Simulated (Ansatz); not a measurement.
A relaxed structure of KF. Level of theory: PBE (plane waves to 420 eV, PAW, scalar-relativistic; Ansatz, a quantum-chemistry and plane-wave program).

Fm-3m (No. 225), cF8, rock salt type; a = b = c = 5.420 Å, α = β = γ = 90.00°.

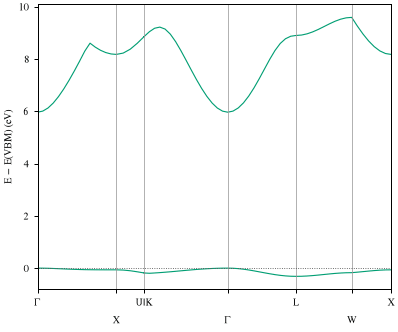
Figure. Highest filled and lowest empty band along the path of this cell's Brillouin zone

Read off the gap and say whether it is direct.

5.96 eV, direct at Γ (no spin-orbit coupling).

How far does the top valence band disperse along this path?

About 0.3 eV.

No spin polarisation in the result.

Measured for KF: a 5.311 Å (0 K or low temperature; as listed in Klaus Doll, Hermann Stoll, Phys. Rev. B (1997)); gap 10.8 eV (as listed in Aguado et al., arXiv (1998)). Computed minus measured — a: PBE +2.0 %; gap: PBE -4.84 eV. The computed values are for a static lattice, and a measured gap can be an optical one, lowered by exciton binding.

The run could not lose the symmetry of its start; a randomly shaken copy of 2 atoms returns to this structure.

All atoms sit on sites fixed by symmetry, so only the cell could relax.
